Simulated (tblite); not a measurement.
**C4H8BGa: frequency calculation**

The run: frequency calculation of C4H8BGa, SMILES B[C@H]([GaH2])C#CC. Method and program: GFN2-xTB harmonic vibrations, gas phase (tblite 0.8.0).

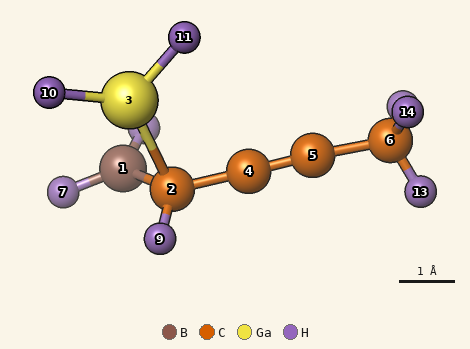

**Figure 1.** The structure as given in the input (ball-and-stick view, seen at a tilt; atoms are numbered from 1 in the order of the input). Sticks mark near contacts.

**Results in brief**

```json
{"quantity": "outcome", "value": "converged"}
{"quantity": "total energy", "value": "−407.2464 eV"}
{"quantity": "zero-point energy", "value": "57.9770 kcal/mol"}
{"quantity": "hardware", "value": "1 CPU thread, shared host"}
{"quantity": "wall time", "value": "0.58 s"}
{"quantity": "peak memory", "value": "0.18 GiB"}
```

**The input**
```
{"job": {"kind": "ir", "xc": "GFN2-xTB", "basis": "xTB"}, "charge": 0, "multiplicity": 1}
B     -1.722952    -1.515382    -0.096198
C     -0.937507    -0.694852     0.924981
Ga    -2.013631     1.019362     0.330898
C      0.403053    -0.250781     0.680162
C      1.525213     0.129312     0.458293
C      2.906256     0.486344     0.207888
H     -2.752082    -1.991708     0.218351
H     -1.320426    -1.641370    -1.194474
H     -1.137234    -0.841686     1.993345
H     -3.551065     1.354742     0.613321
H     -1.192259     2.213978    -0.310130
H      3.176386     0.234158    -0.817493
H      3.559578    -0.057840     0.890434
H      3.055992     1.555252     0.358480
```

The first line tells a small driver script what to run in tblite; the rest is the geometry in Å.

Run as:
```bash
OMP_NUM_THREADS=1 python <driver script> task.json out
```

**What the program printed**
```
mode    cm-1     km/mol
  1     -24.5      0.01
  2      62.0      0.23
  3     106.2      1.72
  4     120.2      1.12
  5     133.5      0.66
  6     205.7      6.16
  7     263.8      2.95
  8     293.3      3.45
  9     326.5     36.45
 10     385.9     36.08
 11     398.1    103.83
 12     422.0     23.88
 13     516.4     32.60
 14     679.4    372.74
 15     693.9     37.58
 16     798.4    155.11
 17     821.7     59.94
 18     904.3     18.93
 19    1023.0      9.50
 20    1025.7      3.84
 21    1032.0     14.47
 22    1153.8     21.29
 23    1192.3     39.92
 24    1285.0     84.12
 25    1390.1      2.86
 26    1454.9      4.35
 27    1458.4      7.50
 28    1481.1    574.49
 29    1559.3    677.48
 30    2348.8     18.27
 31    2561.2    114.34
 32    2590.0    134.42
 33    2864.9     43.61
 34    2996.1     25.23
 35    3000.1     22.74
 36    3007.9     36.41
```

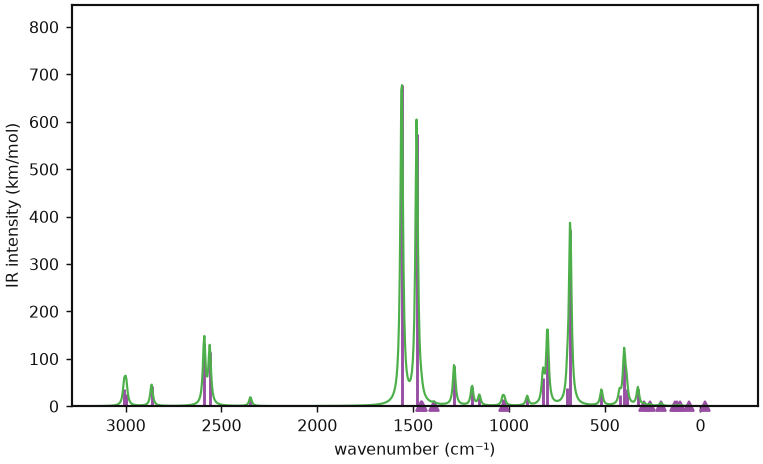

**Figure 2.** Harmonic infrared spectrum, unscaled: sticks (degenerate modes added up, dark ones marked on the axis) with a Lorentzian envelope of 16 cm⁻¹ full width, scaled to the tallest stick; imaginary modes are drawn at negative wavenumbers. 36 modes from 24i to 3008 cm⁻¹, 1 imaginary beyond 8i (24i cm⁻¹): not a clean minimum; so soft a mode can be a shallow saddle, an incomplete relaxation or noise of the force constants. The strongest line is at 1559 cm⁻¹ (677 km/mol).
